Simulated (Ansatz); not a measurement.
**[BH3]− (SMILES [BH3-]): UCCSDTQ/3-21G**

Aim: the energy change on altering one bond length of [BH3]− at UCCSDTQ/3-21G, from 2 runs. 

The results are computed with Ansatz 0.2.0.

2 further runs of the same task are left out: 2 set aside as unsound or not needed.

**1. The structure to begin with**

The species is [BH3]− (4 atoms), meant as a doublet with charge -1. As SMILES, `[BH3-]`. Geometry: relaxed at GFN2-xTB.

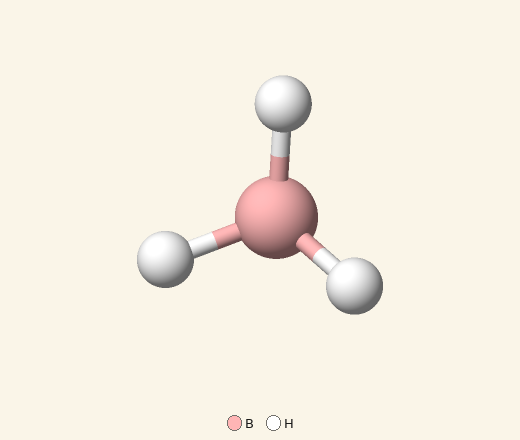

The structure, seen from a chosen angle (boron pink, hydrogen white).

**2. A single-point energy at UCCSDTQ/3-21G**

File molecule.yaml:

```yaml
basis:
  gaussian:
    orbitals: 3-21G.json
crystal:
  periodic: [false, false, false]
  atoms:
    - {symbol: B, position_ang: [0.150430, -0.037330, -0.233800]}
    - {symbol: H, position_ang: [0.917080, 0.452560, 0.628490]}
    - {symbol: H, position_ang: [-0.279230, -1.161080, 0.118390]}
    - {symbol: H, position_ang: [-0.788270, 0.745860, -0.513080]}
total_charge: -1
magnetization:
  spin_polarized: true
  initial_magnetization: 1
correlation:
  method: ccsdtq
  frozen_orbitals: {B: 1, H: 0}
accuracy: high
scf:
  omitted_lower_state_checks: [cluster_reference, increment]
```

The basis set 3-21G is read from a file made from the Basis Set Exchange's data (not shown).

On the command line:

```sh
$ ansatz run molecule.yaml --threads 1 --pin off --max-ram 2610MiB --events-out events.jsonl --progress --plain --runs-dir runs
```

What it wrote, shortened:

```text
Warning: RAYON_NUM_THREADS=1 ignored (pool sized by the plan → 1); use --threads N
Functional definition: HF
  name "HF"
[...]
294 factors; integrals over basis functions are off by at most 2.6e-9 eV
[...]
mean field -712.50993589 eV, -26.1842571873 hartree, gradient 1.6e-8 eV, S^2 0.758952; 0 other end points of the search recorded, 0 dependent functions left out
1 core orbitals not correlated: weight in the atoms' cores, before any rotation towards them, 1.000 or more for the frozen orbitals, at most 0.000 for the correlated occupied ones
reference -712.50993589 eV, -26.1842571873 hartree; 4, 3 occupied and 10, 11 virtual orbitals, 294 factors
second order -1.63068049 eV of doubles, -0.00000000 eV of singles
cycle   1  -1.96826567 eV  change   -3.4e-1 eV  update   4.6e-2
[...]
cycle  19  -2.16542928 eV  change   2.2e-10 eV  update  4.8e-10
Total energy: -714.67536517 eV, -26.2638352455 hartree
Checks for a lower state left out: cluster_reference, increment
```

Wall time 7.5 s (1 thread of Arm Neoverse V1, shared host); peak memory 0.11 GiB.

**3. The distorted shape**

File run.yaml:

```yaml
crystal:
  periodic: [false, false, false]
  atoms:
    - {symbol: B, position_ang: [0.257854, 0.243631, -0.321855]}
    - {symbol: H, position_ang: [1.024504, 0.733521, 0.540435]}
    - {symbol: H, position_ang: [-0.279230, -1.161080, 0.118390]}
    - {symbol: H, position_ang: [-0.680846, 1.026821, -0.601135]}
basis:
  gaussian:
    orbitals: 3-21G.json
total_charge: -1
magnetization:
  spin_polarized: true
  initial_magnetization: 1
correlation:
  method: ccsdtq
  frozen_orbitals: {B: 1, H: 0}
accuracy: high
scf:
  omitted_lower_state_checks: [cluster_reference, increment]
```

The basis set 3-21G is read from a file made from the Basis Set Exchange's data (not shown).

On the command line:

```sh
$ ansatz run run.yaml --threads 1 --pin off --max-ram 2610MiB --events-out events.jsonl --progress --plain --runs-dir runs
```

What it wrote, shortened:

```text
Warning: RAYON_NUM_THREADS=1 ignored (pool sized by the plan → 1); use --threads N
[... 2 set-up lines as earlier in the session ...]
[...]
294 factors; integrals over basis functions are off by at most 2.6e-9 eV
[...]
mean field -711.88420194 eV, -26.1612618888 hartree, gradient 5.7e-8 eV, S^2 0.763651; 0 other end points of the search recorded, 0 dependent functions left out
1 core orbitals not correlated: weight in the atoms' cores, before any rotation towards them, 1.000 or more for the frozen orbitals, at most 0.000 for the correlated occupied ones
reference -711.88420194 eV, -26.1612618888 hartree; 4, 3 occupied and 10, 11 virtual orbitals, 294 factors
second order -1.63736584 eV of doubles, -0.00000000 eV of singles
cycle   1  -1.99097726 eV  change   -3.5e-1 eV  update   5.4e-2
[...]
cycle  21  -2.23757249 eV  change   7.9e-12 eV  update  7.6e-10
Total energy: -714.12177443 eV, -26.2434911612 hartree
Checks for a lower state left out: cluster_reference, increment
```

It took 8.1 s on 1 thread of Arm Neoverse V1, shared host; peak memory 0.11 GiB.

**4. Outcome**

At UCCSDTQ/3-21G, 1 core orbital frozen:

| quantity | value |
| --- | --- |
| first shape: total energy | -26.26384 Eh |
| first shape: correlation energy (1 core orbital frozen) | -79.6 mEh |
| first shape: ⟨S²⟩ of the reference determinant | 0.759 |
| first shape: T1 diagnostic | 0.008 |
| distorted shape: total energy | -26.24349 Eh |
| distorted shape: correlation energy (1 core orbital frozen) | -82.2 mEh |
| distorted shape: ⟨S²⟩ of the reference determinant | 0.764 |
| distorted shape: T1 diagnostic | 0.012 |
| energy change with the B1–H3 bond stretched from 1.254 to 1.567 Å | 0.554 eV |

What this shows: With the B1–H3 bond stretched from 1.254 to 1.567 Å the energy rises by 0.55 eV (12.8 kcal/mol). The first shape isn't relaxed at this level, so the change isn't measured from a minimum.
